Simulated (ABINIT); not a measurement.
# Beyond one shot: RbBH4 (F-43m), part 3 of 3

Aim: iterate the self-energy on RbBH4 (F-43m) and follow the gap from cycle to cycle.

ABINIT 10.8.3; PBEsol and many-body steps on it, plane waves. Known limits of the many-body steps: not at the basis limit; no spin-orbit coupling; coarse k mesh.

So far. Step 10 (evGW, cycle 1): Against G0W0 in ABINIT (2×2×2 mesh, 62 bands, screening to 106.1 eV, Godby-Needs plasmon pole), the gap moves by +0.855 eV. Step 13 (evGW, cycle 2): Against the cycle before, the gap moves by +0.055 eV.

## (15) Screening, 2×2×2 mesh, 62 bands, screening to 106.1 eV

This step: RPA screening on PBEsol from quasiparticle energies, plane waves, norm-conserving pseudopotentials.

run.abi reads:

```
acell 3*1.0 Angstrom
rprim 
  -0.000000000000 3.453240220000 3.453240220000
  3.453240220000 -0.000000000000 3.453240220000
  3.453240220000 3.453240220000 -0.000000000000
ntypat 3
znucl 37 5 1
natom 6
typat 1 2 3 3 3 3
xred 
  0.000000000000 0.000000000000 0.000000000000
  0.500000000000 0.500000000000 0.500000000000
  0.602415200000 0.602415200000 0.602415200000
  0.192754400000 0.602415200000 0.602415200000
  0.602415200000 0.602415200000 0.192754400000
  0.602415200000 0.192754400000 0.602415200000
pp_dirpath "pseudos"
pseudos "Rb.upf, B.upf, H.upf"
ecut 34
ngkpt 2 2 2
nshiftk 1
shiftk 0 0 0
kptopt 1
chksymbreak 0
istwfk *1
occopt 1
irdwfk 1
optdriver 3
nband 62
ecuteps 3.9
inclvkb 2
awtr 1
symchi 1
irdqps 1
gwcalctyp 10
nqptdm 2
qptdm 
  0.5000000000 0.0000000000 0.0000000000
  0.5000000000 0.5000000000 0.0000000000
indata_prefix "in"
outdata_prefix "out"
tmpdata_prefix "tmp"
```

mrgscr.stdin reads:

```
2
merged
q0_SCR
out_SCR
1
```

On the command line:

```console
$ OMP_NUM_THREADS=1 mpirun -n 4 abinit run.abi > log; mrgscr < mrgscr.stdin
```

Numbers of over 12 decimals in the logs are rounded to 6 here.

Log:

```text
.Version 10.8.3 of ABINIT. v10.8.2 released Aug 2026.

 Symmetries : space group F-4 3 m (#216); Bravais cF (face-center cubic)
[... echo of the input left out ...]
== DATASET  1 ==================================================================
-   mpi_nproc: 4, omp_nthreads: 1 (-1 if OMP is not activated)

--- !DatasetInfo
iteration_state: {dtset: 1, }
dimensions: {natom: 6, nkpt: 3, mband: 62, nsppol: 1, nspinor: 1, nspden: 1, mpw: 5290, }
cutoff_energies: {ecut:  34.0, pawecutdg:  -1.0, }
[...]
q-point number  2        q = ( 0.500000, 0.500000, 0.000000) [r.l.u.]
--------------------------------------------------------------------------------
[... chi0 elements left out ...]
  Average fulfillment of the sum rule on Im[epsilon] for q-point    3 :     86.99  [%]

== END DATASET(S) ==============================================================
================================================================================

 -outvars: echo values of variables after computation  --------
           etotal      0.0000000000E+00
            nband          62
             nkpt           3
          spgroup         216
 [... the other variables as echoed above ...]

 Calculation completed.
```

Run time: 3.5 s. Hardware: 4 MPI ranks of Arm Neoverse V1, shared host; peak memory 0.49 GiB; 14 s of CPU time.

Numbers from this step:

| Quantity | Value |
| --- | --- |
| plasma frequency | 16.37 eV |
| plane waves in the screening matrix | 181 |

This screening reads the quasiparticle levels of the cycle before.

## (16) evGW, cycle 3

This step: evGW on PBEsol, plane waves, norm-conserving pseudopotentials.

Edit run.abi of step 15 so:

```diff
@@ -27,14 +27,20 @@
 irdwfk 1
-optdriver 3
+optdriver 4
 nband 62
-ecuteps 3.9
-inclvkb 2
-awtr 1
-symchi 1
-irdqps 1
 gwcalctyp 10
-nqptdm 2
-qptdm 
+ecutsigx 34
+symsigma 1
+nkptgw 3
+kptgw 
+  0.0000000000 0.0000000000 0.0000000000
   0.5000000000 0.0000000000 0.0000000000
   0.5000000000 0.5000000000 0.0000000000
+bdgw 
+  1 12
+  1 12
+  1 12
+ecuteps 3.9
+irdscr 1
+ppmodel 1
+irdqps 1
 indata_prefix "in"
```

On the command line:

```console
$ OMP_NUM_THREADS=1 mpirun -n 4 abinit run.abi > log
```

Log:

```text
.Version 10.8.3 of ABINIT. v10.8.2 released Aug 2026.

 Symmetries : space group F-4 3 m (#216); Bravais cF (face-center cubic)
[... echo of the input left out ...]
== DATASET  1 ==================================================================
-   mpi_nproc: 4, omp_nthreads: 1 (-1 if OMP is not activated)

--- !DatasetInfo
iteration_state: {dtset: 1, }
dimensions: {natom: 6, nkpt: 3, mband: 62, nsppol: 1, nspinor: 1, nspden: 1, mpw: 5290, }
cutoff_energies: {ecut:  34.0, pawecutdg:  -1.0, }
[...]
Convergence of QP corrections
 >>>>> For spin  1 <<<<<
.  kptgw no:  1; Maximum DeltaE = (  -1.845  -0.049) for band index:  1
.  kptgw no:  2; Maximum DeltaE = (  -0.255  -0.247) for band index:  1
.  kptgw no:  3; Maximum DeltaE = (  -1.554  -0.701) for band index:  1

== END DATASET(S) ==============================================================
================================================================================

 -outvars: echo values of variables after computation  --------
           etotal      0.0000000000E+00
            nband          62
             nkpt           3
          spgroup         216
 [... the other variables as echoed above ...]

 Calculation completed.
```

Elapsed: 8.3 s, on 4 MPI ranks; peak memory 0.78 GiB; 33 s of CPU time.

Numbers from this step:

```yaml
quasiparticle_gap_on_the_points_computed: 9.511 eV
gap_of_the_density_functional_on_the_mesh: 5.909 eV
k_of_the_valence_top: 0, 0, 0
k_of_the_conduction_bottom: 0.5, 0.5, 0
least_direct_quasiparticle_gap_on_the_computed_points: 9.617 eV
```

Against the cycle before, the gap moves by +0.006 eV.

## (17) Side by side

Times are wall times on 4 MPI ranks of Arm Neoverse V1, shared host, good to a factor of about two. A run's time includes the screening step that it read.

```
           run   mesh  bands  screening cutoff (eV)  DFT gap (eV)  gap on the mesh (eV)  direct (eV)  ε∞ used   time
          G0W0  2×2×2     62                  106.1         5.909                 8.595        8.707     2.33  9.2 s
evGW0, cycle 1  2×2×2     62                  106.1         5.909                 9.081        9.191     2.33   13 s
evGW0, cycle 2  2×2×2     62                  106.1         5.909                 8.932        9.040     2.33   13 s
evGW0, cycle 3  2×2×2     62                  106.1         5.909                 8.935        9.044     2.33   13 s
 evGW, cycle 1  2×2×2     62                  106.1         5.909                 9.450        9.555     2.04   16 s
 evGW, cycle 2  2×2×2     62                  106.1         5.909                 9.505        9.611     2.01   16 s
 evGW, cycle 3  2×2×2     62                  106.1         5.909                 9.511        9.617     2.00   16 s
```

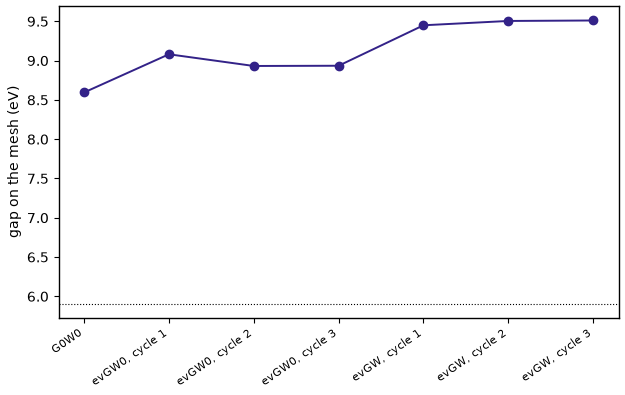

The gap through the cycles; the dotted line is the starting gap.

## (18) What came out

- G0W0: 8.595 eV
- evGW0, cycle 1: 9.081 eV
- evGW0, cycle 2: 8.932 eV
- evGW0, cycle 3: 8.935 eV
- evGW, cycle 1: 9.450 eV
- evGW, cycle 2: 9.505 eV
- evGW, cycle 3: 9.511 eV
- known limits: not at the basis limit; no spin-orbit coupling; coarse k mesh

**Reading.** Only the bands that the input lists are updated; the others, empty or deep, keep the functional's energies or take a rigid shift. The evGW loop starts from the last levels of evGW0, so its cycles and time come on top of those. evGW0 ends at 8.93 eV, +0.34 eV from G0W0, after 3 cycles that took 25 s beside the first screening; the last moved the gap by 0.003 eV. evGW ends at 9.51 eV, +0.92 eV from G0W0, after 3 cycles that took 47 s beside the first screening; the last moved the gap by 0.006 eV. The first cycle of evGW0 takes the full correction, without the factor Z, so it overshoots the one-shot value. Bands and cutoff are finite, so the gap is not at the basis limit. The miss can reach some tenths of an eV and take either sign; the mesh is an error of its own. In the G0W0 runs levels were corrected at 2 k points alone, so a gap called «on the mesh» is the least over those, and an edge elsewhere would be missed. The 2×2×2 mesh is coarse for this cell, which bears on the long-range parts of exchange and screening. In the updated screening the q = 0 part is built from Kohn-Sham bands under a rigid shift, the other q from the quasiparticle levels. The many-body steps are scalar-relativistic: spin-orbit coupling is not in them.

[Paths, hosts, dates, memory and timing lines, banners, echoed tables and standing remarks are left out of the program output.]

[Logs are printed without paths, hosts, clocks, repeated set-up lines and the standing remarks that a program may print on its own settings, such as how far it seeks lower states.]

[Runs of the session that timed out or met a known fault of the program may be left out.]

[Hosts, paths, dates, database ids (printed as entryN), source tags and the programs' standing remarks are cut or masked in the printed files.]

[G0W0 gaps are taken among the corrected bands and points alone; a level outside them can change the order at an edge.]

[Where Ansatz stands beside ABINIT at settings called matched, ABINIT's density can come from a denser mesh and the files from another edition; pairs whose starting gaps differed by over 0.03 eV were left out, so agreement reads better than it is.]
